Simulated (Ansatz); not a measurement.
## Electronic structure of Cl3Si···H3Si···H···Cl in real space

```xyz
10

Si   -0.9084    0.3950   -0.8758
Si    0.7563   -0.7438    0.7681
Cl   -0.3862   -0.5894   -2.5707
Cl   -2.6365   -0.3221   -0.0912
Cl   -1.1594    2.3575   -1.3210
H     0.3755    0.8671    0.2564
Cl    1.5160    1.6287    1.2405
H    -0.0791   -1.7998    0.0988
H     2.1312   -0.9870    0.3021
H     0.3905   -0.8060    2.1928
```

A transition-state structure; geometry: PBE0-D4/def2-TZVP.

These are results of Ansatz, RKS PBE0-D4/def2-TZVPP, not measurements.

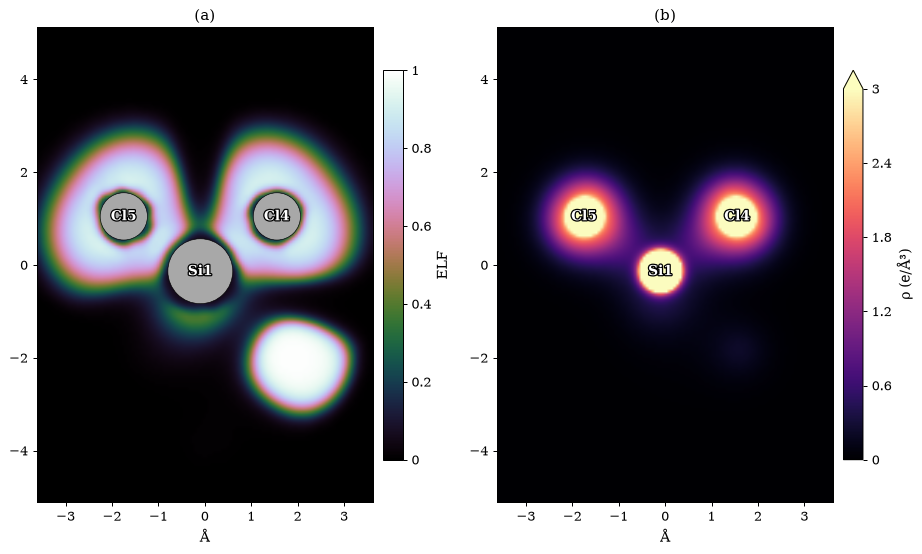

Figure 1. (a) ELF; (b) electron density on the plane of atoms Cl4, Si1 and Cl5. Grey discs cover the atomic cores in the ELF map.

Describe what can be read from this map.

The plane passes through Si and Cl nuclei.
Si–Cl (2.03 Å): ρ at the midpoint is about 0.96 e/Å³; the ELF peaks at about 0.85 between the atoms (a shared but strongly polarised pair).
The ELF also peaks beside Cl5 and Cl4, away from the bonds: lone-pair regions.

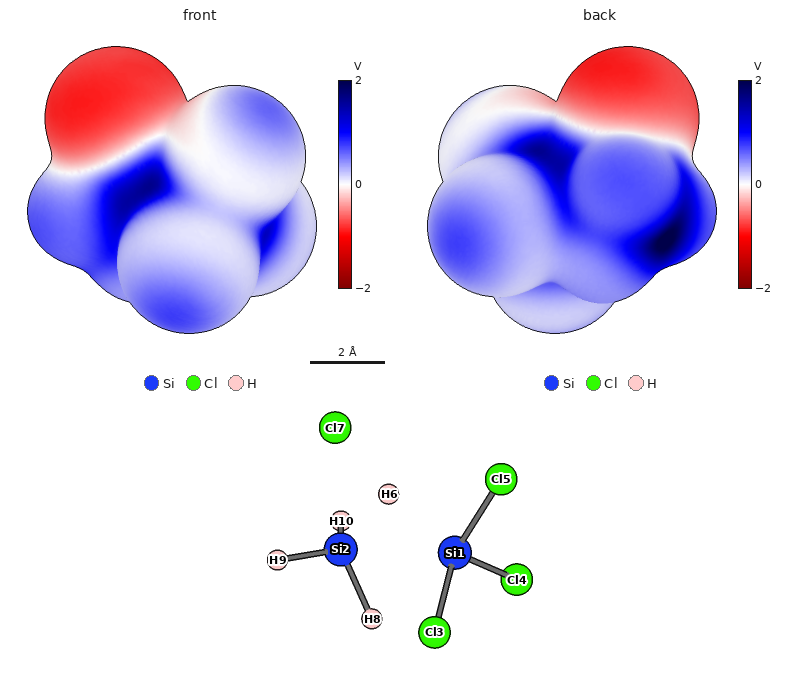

Figure 2. The electrostatic potential painted on the density surface at 0.002 e/bohr³, seen from the front and from behind; red is negative and blue positive. The bare structure is drawn below in the same view.

Describe the electrostatic potential map.

The most negative region (about −0.9 V) lies over Cl7, the most positive (about +1.9 V) over Si2. Cl3 shows a σ-hole: about +0.8 V at the tip opposite its bond, against about +0.2 V on its flanks. Cl4 shows a σ-hole: about +0.7 V at the tip opposite its bond, against about +0.2 V on its flanks. Cl5 shows a σ-hole: about +0.6 V at the tip opposite its bond, against about −0.1 V on its flanks.

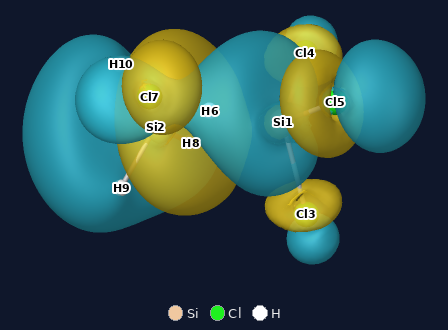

Figure 3. The LUMO at ±0.05 Å⁻³ᐟ² (yellow and cyan are the two phases), seen from one side.

Describe this orbital and give its energy.

Its weight (Hirshfeld) is mainly on Si2 (about 40 %), Si1 (about 20 %), Cl5 (about 15 %), Cl7 (about 5 %) and H6 (about 5 %). Its energy is −1.92 eV.
